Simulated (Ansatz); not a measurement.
AlH3: several calculations on one system

Part 1: Relaxation

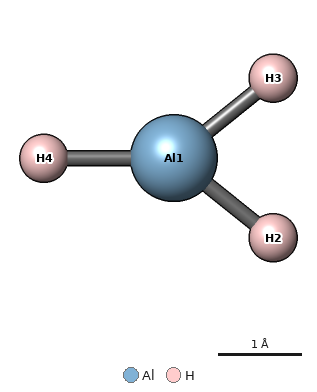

This is the input geometry for a relaxation of AlH₃. A ball-and-stick model, seen face on.

The run prepares an end point of a later path (reaction) calculation, from a guessed geometry.

Level of theory: RKS r2SCAN/def2-SVP in Ansatz 0.2.0.

Input
```yaml
crystal:
  periodic: [false, false, false]
  atoms:
    - { symbol: Al, position_ang: [0.211979, -0.00034, 0.122371] }
    - { symbol: H, position_ang: [0.772758, 6.7e-05, 1.562881] }
    - { symbol: H, position_ang: [1.739933, 6.0e-05, -0.111962] }
    - { symbol: H, position_ang: [-1.15547, 0.000214, -0.66719] }
basis:
  gaussian: { orbitals: def2-SVP }
hamiltonian:
  xc: r2scan
relax:
  f_tol: 0.03
  max_steps: 50
```

Command:
```bash
ansatz run input.yaml --threads 1 --pin off --max-ram 2048MiB --backend cpu --events-out ev --progress --plain --runs-dir out
```

> What does the optimiser find from here?

The largest moves after the best rigid fit, 0.46 Å, are those of H2 and H3. By element the largest moves are H 0.46 Å, Al 0.21 Å. Some distances before and after: Al1–H2 1.546 → 1.589 Å, Al1–H4 1.579 → 1.589 Å. Bond angles that change, for instance: H2–Al1–H3 77.4° → 120.0°, H2–Al1–H4 141.3° → 120.0°. After 4 geometry steps the energy has fallen by 0.954 eV. Largest force component: 1.9 eV/Å at the start, 0.0028 eV/Å at the end. Cost: 4.5 s on 1 thread of Arm Neoverse V1, on a shared host, peak memory 0.09 GiB.

Final geometry:

```xyz
4

Al    0.3923    0.0000    0.2265
H     0.3923    0.0000    1.8154
H     1.7685    0.0000   -0.5677
H    -0.9838    0.0001   -0.5681
```

The end point in the same view:

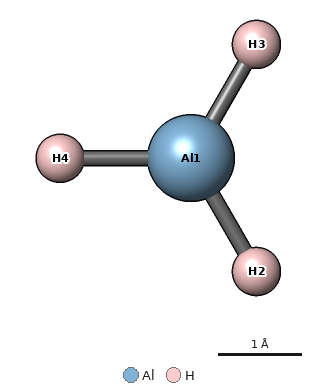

Part 2: Relaxation

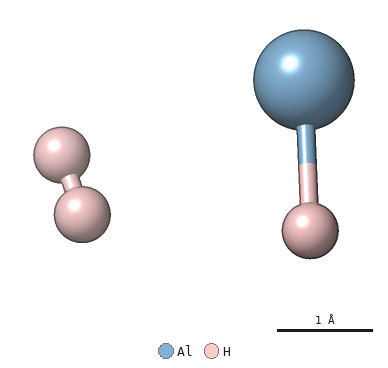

This is the input geometry for a relaxation of AlH₃. Style: ball-and-stick. Shown from a free direction.

The run prepares an end point of a later path (reaction) calculation, from a guessed geometry.

The calculation used Ansatz, RKS r2SCAN/def2-SVP.

The input:
```yaml
crystal:
  periodic: [false, false, false]
  atoms:
    - { symbol: Al, position_ang: [-1.097326, -0.253464, 0.522396] }
    - { symbol: H, position_ang: [1.600517, -0.016648, 1.048425] }
    - { symbol: H, position_ang: [1.631262, 0.136573, 0.346273] }
    - { symbol: H, position_ang: [-0.565253, 0.133539, -1.010994] }
basis:
  gaussian: { orbitals: def2-SVP }
hamiltonian:
  xc: r2scan
relax:
  f_tol: 0.03
  max_steps: 50
output:
  orbitals: {}
```

Command:
```bash
ansatz run input.yaml --threads 1 --pin off --max-ram 2048MiB --backend cpu --events-out ev --progress --plain --runs-dir out
```

Q: Predict the outcome.

A: After 3 accepted moves (4 points after the start) the energy has fallen by 0.060 eV. Largest force component: 1.7 eV/Å at the start, 0.0038 eV/Å at the end. The line search rejected the trial step at point 3 of the run. The largest move after the best rigid fit is that of Al1, 0.28 Å. By element the largest moves are Al 0.28 Å, H 0.27 Å. Near-neighbour distances that change, for instance: Al1–H2 2.759 → 2.231 Å, Al1–H3 2.762 → 2.277 Å, H2–H3 0.719 → 0.781 Å, Al1–H4 1.669 → 1.664 Å. Cost: 4.6 s on 1 thread of Arm Neoverse V1, on a shared host, peak memory 0.091 GiB.

Final geometry:

```xyz
4

Al   -0.8299   -0.2385    0.6132
H     1.3593   -0.0349    0.9941
H     1.3849    0.1272    0.2301
H    -0.3451    0.1462   -0.9314
```

After the run, drawn alike:

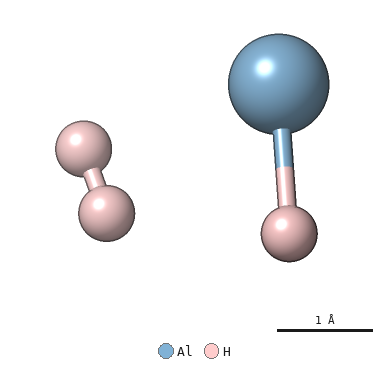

Limits of the set-up: the start holds two separate molecules, 2.6 Å apart at their closest, whose relative position is a soft coordinate and is computed without a dispersion correction.

Part 3: Path

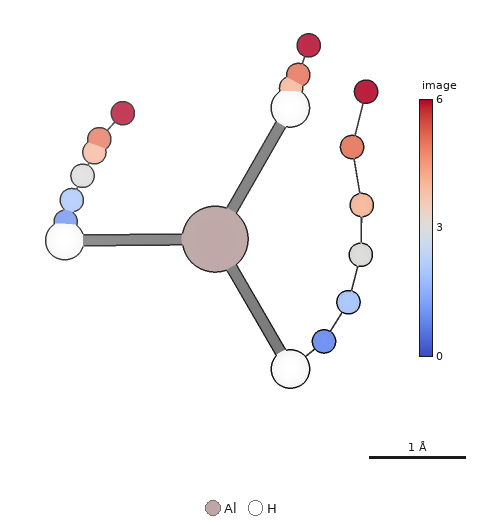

A nudged-elastic-band calculation for AlH3. Images are numbered from 0 (start) to 6 (end). The start is drawn whole; smaller spheres mark the moving atoms (H) in the later images, joined by lines and coloured by the number of the image. The picture is a ball-and-stick view, seen face on.

Level of theory: RKS r2SCAN/def2-SVP in Ansatz 0.2.0.

Input
```yaml
crystal:
  periodic: [false, false, false]
  atoms:
    - { symbol: Al, position_ang: [0.39225, 0.0, 0.226496] }
    - { symbol: H, position_ang: [0.392319, -3.2e-05, 1.815428] }
    - { symbol: H, position_ang: [1.768453, -4.2e-05, -0.567713] }
    - { symbol: H, position_ang: [-0.983823, 7.4e-05, -0.568111] }
basis:
  gaussian: { orbitals: def2-SVP }
hamiltonian:
  xc: r2scan
neb:
  order_check: false
  images: 5
  f_tol: 0.05
  max_iterations: 60
  final_atoms:
    - { symbol: Al, position_ang: [-0.81693758, -0.00088158, 0.71419359] }
    - { symbol: H, position_ang: [1.4033443, 0.00025066, 0.93592448] }
    - { symbol: H, position_ang: [1.39042459, 0.00026694, 0.15461758] }
    - { symbol: H, position_ang: [-0.40763232, 0.00036397, -0.89863565] }
  initial_path:
    images:
      - { positions_ang: [[0.39225, 0.0, 0.226496], [0.392319, -3.2e-05, 1.815428], [1.768453, -4.2e-05, -0.567713], [-0.983823, 7.4e-05, -0.568111]] }
      - { positions_ang: [[0.26150447, 7.03e-06, 0.15098945], [0.66405807, -3.986e-05, 1.63710172], [1.74983165, -4.775e-05, -0.24321547], [-1.10619519, 8.058e-05, -0.6387757]] }
      - { positions_ang: [[0.13075894, 1.406e-05, 0.0754829], [0.93579714, -4.772e-05, 1.45877543], [1.7312103, -5.35e-05, 0.08128206], [-1.22856738, 8.716e-05, -0.70944039]] }
      - { positions_ang: [[1.341e-05, 2.11e-05, -2.365e-05], [1.20753622, -5.558e-05, 1.28044915], [1.71258895, -5.925e-05, 0.40577959], [-1.35093957, 9.374e-05, -0.78010509]] }
      - { positions_ang: [[-0.27230359, -0.0002798, 0.23804876], [1.27280558, 4.65e-05, 1.16560759], [1.60520083, 4.948e-05, 0.32205892], [-1.03650382, 0.00018382, -0.81961528]] }
      - { positions_ang: [[-0.54462058, -0.00058069, 0.47612118], [1.33807494, 0.00014858, 1.05076603], [1.49781271, 0.00015821, 0.23833825], [-0.72206807, 0.0002739, -0.85912546]] }
      - { positions_ang: [[-0.81693758, -0.00088158, 0.71419359], [1.4033443, 0.00025066, 0.93592448], [1.39042459, 0.00026694, 0.15461758], [-0.40763232, 0.00036397, -0.89863565]] }
```

Launched with:
```bash
ansatz run input.yaml --threads 1 --pin off --max-ram 2048MiB --backend cpu --events-out ev --progress --plain --runs-dir out
```

### Describe the path and its energy.

Breaking: 2 Al–H (1.59 → 2.23–2.28 Å). Forming: H–H (2.75 → 0.78 Å). The highest point, image 4, lies 2.65 eV above the start and 1.14 eV above the end; the end is at +1.51 eV relative to the start. The band converged in 9 iterations. The largest component of the band force went from 7.7 to 0.028 eV/Å. The climbing image converged on the top of the path. Its vibrational analysis gives one imaginary mode (1130i cm⁻¹), as a transition state must have.
